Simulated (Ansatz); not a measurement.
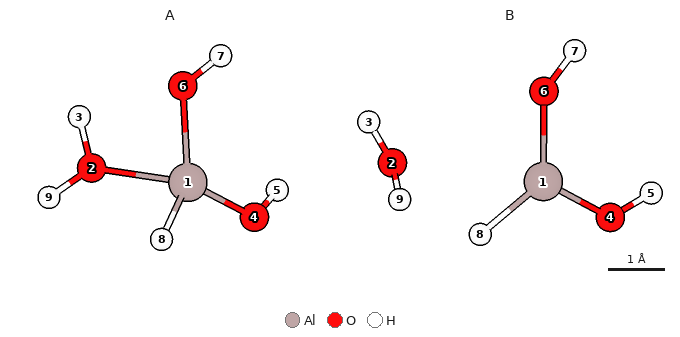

Two geometries of AlH5O3, drawn at one scale. One is the start of a relaxation, the other its converged end. The picture is a ball-and-stick view, seen at a tilt.

These are results of Ansatz 0.2.0, RHF/cc-pVDZ, not measurements. (no spin polarisation; force threshold 0.03 eV/Å; at most 50 steps)

### Which geometry has the lower energy?

Structure A is the relaxed one. The run prepares an end point of a later path (reaction) calculation, from a guessed geometry. Over 14 accepted moves (17 points after the start) the energy falls by 74.5 kJ/mol. Largest force component: 1.2 eV/Å at the start, 0.014 eV/Å at the end. The line search rejected the trial steps at points 8, 12, 16 of the run. The largest move after the best rigid fit is that of H3, 0.92 Å. Largest moves by element: H 0.92 Å, O 0.72 Å, Al 0.28 Å. Some distances before and after: Al1–O2 2.969 → 2.031 Å, Al1–O6 1.712 → 1.751 Å, O2–H9 0.973 → 0.949 Å, Al1–H8 1.563 → 1.584 Å. New bonds form, among them: Al1–O2 (2.97 → 2.03 Å). Bond angles that change, for instance: O4–Al1–H8 119.0° → 114.7°, O4–Al1–O6 123.6° → 119.6°, H3–O2–H9 104.4° → 108.3°. Groups turn about Al1–O6 by about 85°.

Limits of the set-up: Hartree-Fock leaves out electron correlation.
